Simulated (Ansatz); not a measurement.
**C3H10N2Si: molecular dynamics**

The plan is to follow the molecule's vibrations and see whether its bonds hold. The start is relaxed first. Runs: 40 steps of 3 fs at constant energy, with velocities drawn for 300 K. SMILES of the start: C=C(C)N[SiH2]N.

All numbers below are computed with Ansatz 0.2.0 (RKS PBE0/6-31G).

## Step 1: The structure to begin with

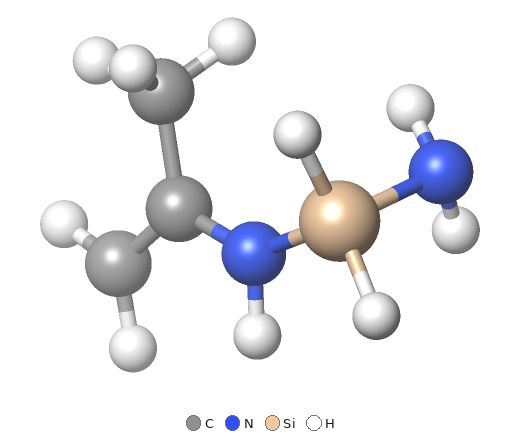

The starting structure, seen from a chosen angle (carbon grey, nitrogen blue, silicon light orange, hydrogen white).

As a file:

```xyz
16

C    -1.2803   -1.5066    1.1689
C    -0.3563   -0.6911    0.6537
C     0.6362   -0.0821    1.5776
N    -0.1826   -0.4304   -0.7093
Si    0.7519    0.4198   -1.7386
N     0.0917    1.9825   -1.5179
H    -2.0545   -1.9168    0.5279
H    -1.3661   -1.6437    2.2150
H     0.6375    1.0268    1.5912
H     1.6807   -0.4153    1.3516
H     0.4838   -0.3731    2.6546
H    -0.9449   -0.9248   -1.2255
H     2.0914    0.4373   -1.2504
H     0.4979   -0.0080   -3.0880
H    -0.9117    1.8703   -1.6517
H     0.2025    2.2326   -0.5146
```

## Step 2: Relaxing the start

input.yaml

```yaml
crystal:
  periodic: [false, false, false]
  atoms:
    - { symbol: C, position_ang: [-1.2803, -1.5066, 1.1689] }
    - { symbol: C, position_ang: [-0.3563, -0.6911, 0.6537] }
    - { symbol: C, position_ang: [0.6362, -0.0821, 1.5776] }
    - { symbol: "N", position_ang: [-0.1826, -0.4304, -0.7093] }
    - { symbol: Si, position_ang: [0.7519, 0.4198, -1.7386] }
    - { symbol: "N", position_ang: [0.0917, 1.9825, -1.5179] }
    - { symbol: H, position_ang: [-2.0545, -1.9168, 0.5279] }
    - { symbol: H, position_ang: [-1.3661, -1.6437, 2.215] }
    - { symbol: H, position_ang: [0.6375, 1.0268, 1.5912] }
    - { symbol: H, position_ang: [1.6807, -0.4153, 1.3516] }
    - { symbol: H, position_ang: [0.4838, -0.3731, 2.6546] }
    - { symbol: H, position_ang: [-0.9449, -0.9248, -1.2255] }
    - { symbol: H, position_ang: [2.0914, 0.4373, -1.2504] }
    - { symbol: H, position_ang: [0.4979, -0.008, -3.088] }
    - { symbol: H, position_ang: [-0.9117, 1.8703, -1.6517] }
    - { symbol: H, position_ang: [0.2025, 2.2326, -0.5146] }
basis:
  gaussian: { orbitals: "6-31G" }
hamiltonian:
  xc: pbe0
relax:
  f_tol: 0.02
  max_steps: 40
output:
  orbitals: {}
```

Run with:

```console
$ ansatz run input.yaml --threads 1 --pin off --max-ram 2048MiB --backend cpu --events-out ev --progress --plain --runs-dir out
```

The program printed, shortened:

```text
Warning: RAYON_NUM_THREADS=1 ignored (pool sized by the plan → 1); use --threads N
[...]
Functional definition: PBE0
[...]
1188 factors; integrals over basis functions are off by at most 1.9e-4 eV
[...]
mean field -14116.83117663 eV, -518.7839770093 hartree, gradient 6.2e-5 eV, S^2 0.000000; 0 other end points of the search recorded, 0 dependent functions left out
[...]
reference -14116.83120193 eV, -518.7839779392 hartree; 28, 28 occupied and 50, 50 virtual orbitals, 1188 factors
relax step   1: F+E_penalty+E_count = -14116.83117663 eV  Δ(F+E_penalty+E_count) = +0.000e0 eV  max|allowed force component| = 5.097e0 eV/Å  Δτ_max = 0.0000 Å  (25 SCF iters, accepted)
[...]
relax step   4: F+E_penalty+E_count = -14118.34504922 eV  Δ(F+E_penalty+E_count) = -1.232e-1 eV  max|allowed force component| = 6.031e-1 eV/Å  Δτ_max = 0.2000 Å  (28 SCF iters, accepted)
[...]
relax step   7: F+E_penalty+E_count = -14118.46744616 eV  Δ(F+E_penalty+E_count) = -1.328e-2 eV  max|allowed force component| = 4.082e-1 eV/Å  Δτ_max = 0.2000 Å  (26 SCF iters, accepted)
[...]
relax step  10: F+E_penalty+E_count = -14118.48043869 eV  Δ(F+E_penalty+E_count) = -9.364e-4 eV  max|allowed force component| = 3.623e-2 eV/Å  Δτ_max = 0.0241 Å  (25 SCF iters, accepted)
[...]
relax step  13: F+E_penalty+E_count = -14118.48097007 eV  Δ(F+E_penalty+E_count) = +2.469e-5 eV  max|allowed force component| = 1.603e-2 eV/Å  Δτ_max = 0.0175 Å  (24 SCF iters, rejected (line search))
[...]
Total energy: -14118.48106049 eV, -518.8446091227 hartree
Atom 0 at    -1.253187    -1.780648     1.299744 Å, force     0.001460    -0.001723     0.002796 eV/Å
Atom 1 at    -0.419361    -0.893686     0.723774 Å, force     0.000576    -0.000539    -0.002697 eV/Å
Atom 2 at     0.514843    -0.036153     1.530947 Å, force     0.001102     0.000825     0.000198 eV/Å
Atom 3 at    -0.350640    -0.708178    -0.662775 Å, force    -0.000019     0.000778    -0.002766 eV/Å
Atom 4 at     0.604028     0.469805    -1.603215 Å, force     0.002314     0.002240     0.000653 eV/Å
Atom 5 at     0.221111     2.174483    -1.429503 Å, force    -0.002077    -0.000093    -0.000318 eV/Å
Atom 6 at    -1.925155    -2.402292     0.715846 Å, force    -0.000904     0.000628    -0.000599 eV/Å
Atom 7 at    -1.275666    -1.905850     2.374674 Å, force    -0.000549     0.000976    -0.000833 eV/Å
Atom 8 at     0.329668     1.029486     1.343416 Å, force    -0.000322    -0.000010     0.000455 eV/Å
Atom 9 at     1.561561    -0.241309     1.273581 Å, force    -0.000970    -0.000090     0.000024 eV/Å
Atom 10 at     0.385457    -0.222634     2.598707 Å, force    -0.000032     0.000176     0.000104 eV/Å
Atom 11 at    -0.978061    -1.298541    -1.193047 Å, force    -0.000013    -0.000329     0.000150 eV/Å
Atom 12 at     2.055928     0.381098    -1.233299 Å, force    -0.000537    -0.000140     0.000724 eV/Å
Atom 13 at     0.326393     0.016002    -3.007148 Å, force    -0.001929    -0.002304     0.000734 eV/Å
Atom 14 at    -0.625798     2.590852    -1.781386 Å, force     0.002130    -0.000631     0.001181 eV/Å
Atom 15 at     0.806079     2.804965    -0.905815 Å, force    -0.000231     0.000236     0.000194 eV/Å
Dipole moment:    -0.011666     0.310550    -0.084755 e Å
```

It took 47 s on 1 thread of AMD EPYC 9R45 (Zen 5), shared host; peak memory 0.21 GiB.

Step by step:

| step | energy from step 1 (eV) | largest force component (eV/Å) |
| --- | --- | --- |
| 1 | 0.0000 | 5.0969 |
| 2 | -0.9956 | 2.6581 |
| 3 | -1.3907 | 0.7875 |
| 4 | -1.5139 | 0.6031 |
| 5 | -1.5750 | 0.6929 |
| 6 | -1.6230 | 0.2504 |
| 7 | -1.6363 | 0.4082 |
| 8 | -1.6389 | 0.5264 |
| 9 | -1.6483 | 0.1205 |
| 10 | -1.6493 | 0.0362 |
| 11 | -1.6496 | 0.0195 |
| 12 | -1.6498 | 0.0210 |
| 13x | -1.6498 | 0.0160 |
| 14 | -1.6499 | 0.0028 |

Step 1 is the start. 1 step was tried and not accepted (marked x).

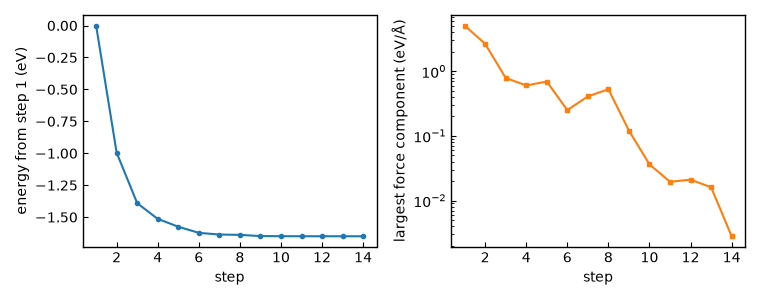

Energy and largest force along the relaxation.

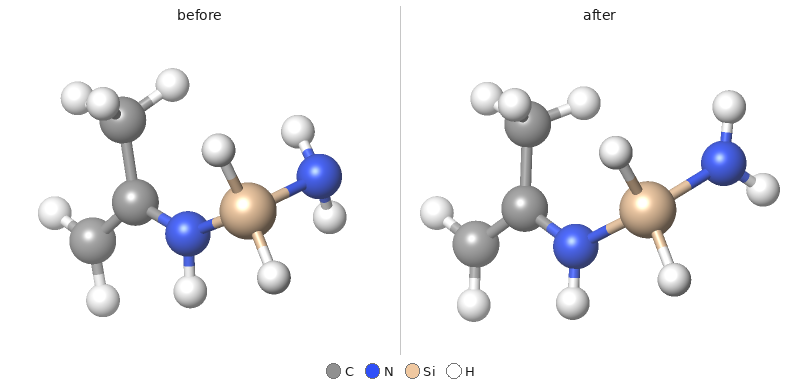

Before and after, at one scale.

After: Bond lengths (14 of 15 bonds, heavy atoms first): C1–C2 1.347 Å, C2–C3 1.503 Å, C2–N4 1.401 Å, N4–Si5 1.784 Å, Si5–N6 1.756 Å, C1–H7 1.086 Å, C1–H8 1.082 Å, C3–H9 1.098 Å, C3–H10 1.097 Å, C3–H11 1.092 Å, N4–H12 1.012 Å, Si5–H13 1.501 Å, Si5–H14 1.501 Å, N6–H15 1.007 Å. Angles (14 of 24 angles, heavy atoms first): C1–C2–C3 122.1°, C1–C2–N4 122.8°, C3–C2–N4 115.2°, C2–N4–Si5 129.5°, N4–Si5–N6 118.2°, C2–C1–H7 122.0°, C2–C1–H8 120.9°, C2–C3–H9 110.9°, C2–C3–H10 111.1°, C2–C3–H11 110.7°, C2–N4–H12 114.3°, Si5–N4–H12 116.2°, N4–Si5–H13 110.4°, N4–Si5–H14 101.2°.

## Step 3: The run

40 steps of 3 fs at constant energy, with velocities drawn for 300 K, from the relaxed start.

input.yaml

```yaml
crystal:
  periodic: [false, false, false]
  atoms:
    - { symbol: C, position_ang: [-1.253187, -1.780648, 1.299744] }
    - { symbol: C, position_ang: [-0.419361, -0.893686, 0.723774] }
    - { symbol: C, position_ang: [0.514843, -0.036153, 1.530947] }
    - { symbol: "N", position_ang: [-0.35064, -0.708178, -0.662775] }
    - { symbol: Si, position_ang: [0.604028, 0.469805, -1.603215] }
    - { symbol: "N", position_ang: [0.221111, 2.174483, -1.429503] }
    - { symbol: H, position_ang: [-1.925155, -2.402292, 0.715846] }
    - { symbol: H, position_ang: [-1.275666, -1.90585, 2.374674] }
    - { symbol: H, position_ang: [0.329668, 1.029486, 1.343416] }
    - { symbol: H, position_ang: [1.561561, -0.241309, 1.273581] }
    - { symbol: H, position_ang: [0.385457, -0.222634, 2.598707] }
    - { symbol: H, position_ang: [-0.978061, -1.298541, -1.193047] }
    - { symbol: H, position_ang: [2.055928, 0.381098, -1.233299] }
    - { symbol: H, position_ang: [0.326393, 0.016002, -3.007148] }
    - { symbol: H, position_ang: [-0.625798, 2.590852, -1.781386] }
    - { symbol: H, position_ang: [0.806079, 2.804965, -0.905815] }
basis:
  gaussian: { orbitals: "6-31G" }
hamiltonian:
  xc: pbe0
md:
  timestep: 3.0
  n_steps: 40
  ensemble: nve
  temperature: 300.0
  initial_velocities: maxwell_boltzmann
  seed: 92158
```

Run with:

```console
$ ansatz run input.yaml --threads 1 --pin off --max-ram 2048MiB --backend cpu --events-out ev --progress --plain --runs-dir out
```

The program printed, shortened:

```text
Warning: RAYON_NUM_THREADS=1 ignored (pool sized by the plan → 1); use --threads N
[...]
[... 1 set-up line as earlier in the session ...]
[...]
1185 factors; integrals over basis functions are off by at most 1.9e-4 eV
[...]
mean field -14118.48104305 eV, -518.8446084819 hartree, gradient 4.5e-5 eV, S^2 0.000000; 0 other end points of the search recorded, 0 dependent functions left out
[...]
reference -14118.48106943 eV, -518.8446094513 hartree; 28, 28 occupied and 50, 50 virtual orbitals, 1185 factors
md step     0: t =     0.00 fs  T =   300.0 K  F+E_penalty+E_count = -14118.48104305 eV  E_kin = 0.542892 eV  conserved = -14117.93815105 eV  (24 SCF iters)
[...]
md step    10: t =    30.00 fs  T = 3115004.7 K  F+E_penalty+E_count = -14097.19421891 eV  E_kin = 5637.037093 eV  conserved = -8460.15712626 eV  (285 SCF iters)
[...]
Atom 6 at    -7.737519    -7.239742    -6.279882 Å, force    -0.000014    -0.000285     0.001208 eV/Å
Atom 7 at    -7.943162   -16.121025    30.490546 Å, force     0.000012     0.000284    -0.001201 eV/Å
Atom 8 at     1.063558     0.646452     1.833663 Å, force     0.037069     0.999552     0.392715 eV/Å
Atom 9 at     2.377113    -0.771781     0.853523 Å, force    -3.737136     0.624686     1.831144 eV/Å
Atom 10 at     0.752885    -1.007891     2.531899 Å, force    -0.151128    -0.405959     0.349135 eV/Å
Atom 11 at    -0.457984    -0.884598    -1.252868 Å, force     1.094432     1.544041    -1.344412 eV/Å
Atom 12 at    10.299005    -2.852460     2.227579 Å, force     0.002507     0.009177     0.008423 eV/Å
Atom 13 at     0.230530     0.439676    -3.160832 Å, force     0.563766     0.333173     0.871441 eV/Å
Atom 14 at  -904.095241   151.191691  -461.723767 Å, force     0.000001     0.000001     0.000002 eV/Å
Atom 15 at    12.652211     5.737663    10.111241 Å, force    -0.002515    -0.009173    -0.008415 eV/Å
Dipole moment:   -11.899756     1.667942    -5.681516 e Å
```

Wall time 18 min (1 thread of AMD EPYC 9R45 (Zen 5), shared host); peak memory 0.25 GiB.

## Step 4: What the atoms did

One step in 2; energies are changes from step 0:

| time (fs) | T (K) | potential energy change (meV/atom) | total energy change (meV/atom) |
| --- | --- | --- | --- |
| 0.0 | 300 | 0.0 | 0.00 |
| 6.0 | 226 | 81.9 | 73.52 |
| 12.0 | 294 | 206.0 | 205.28 |
| 18.0 | 749734 | 3191.9 | 87954.81 |
| 24.0 | 3115574 | 1201.3 | 353546.56 |
| 30.0 | 3115005 | 1330.4 | 353611.31 |
| 36.0 | 3114901 | 1295.9 | 353565.12 |
| 42.0 | 3114918 | 1394.2 | 353665.30 |
| 48.0 | 3117374 | 1544.8 | 354093.71 |
| 54.0 | 3115523 | 1786.3 | 354125.78 |
| 60.0 | 3123855 | 2070.4 | 355352.28 |
| 66.0 | 3123456 | 2137.5 | 355374.21 |
| 72.0 | 3122882 | 2209.5 | 355381.22 |
| 78.0 | 3123228 | 2143.3 | 355354.22 |
| 84.0 | 3125640 | 2239.3 | 355723.03 |
| 90.0 | 3124408 | 2375.9 | 355720.33 |
| 96.0 | 3124442 | 2365.8 | 355714.13 |
| 102.0 | 3124315 | 2391.1 | 355725.02 |
| 108.0 | 3124377 | 2385.6 | 355726.46 |
| 114.0 | 3124472 | 2387.1 | 355738.75 |
| 120.0 | 3125775 | 2563.2 | 356062.20 |

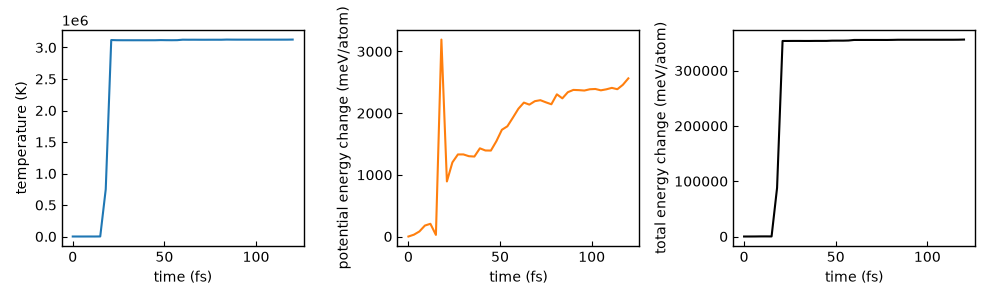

Time series of the run, each on its own scale.

Bonds that form or break, judged by distance (formed within 1.15 times the sum of covalent radii and held on average over 12 fs, broken when stretched by half; pairs already stretched at the start don't count as bonds):

| time (fs) | bond | event |
| --- | --- | --- |
| 21.0 | N6–H15 | breaks |
| 21.0 | N6–H16 | breaks |
| 24.0 | Si5–N6 | breaks |
| 48.0 | C1–H7 | breaks |
| 60.0 | C1–H8 | breaks |
| 84.0 | Si5–H13 | breaks |
| 120.0 | C3–H10 | breaks |

## Step 5: What came out

| quantity | value |
| --- | --- |
| relaxation of the start | 12 moves, 1.650 eV lower |
| length | 40 steps of 3 fs |
| temperature, first and last step | 300 and 3125775 K |
| temperature, second half | mean 3124097 K, from 3122882 to 3125775 K |
| potential energy, second half | +2307 meV/atom from the start |
| largest change of the total energy | 356062.20 meV/atom |
| bonds formed or broken | 7 |

**Reading.** The run blows up, reaching 3125775 K, so it describes no real motion. Averages from a run of 120 fs with 16 atoms are rough. The nuclei move classically, without zero-point motion, which matters most for hydrogen. In so small a basis the energies are only a sketch.
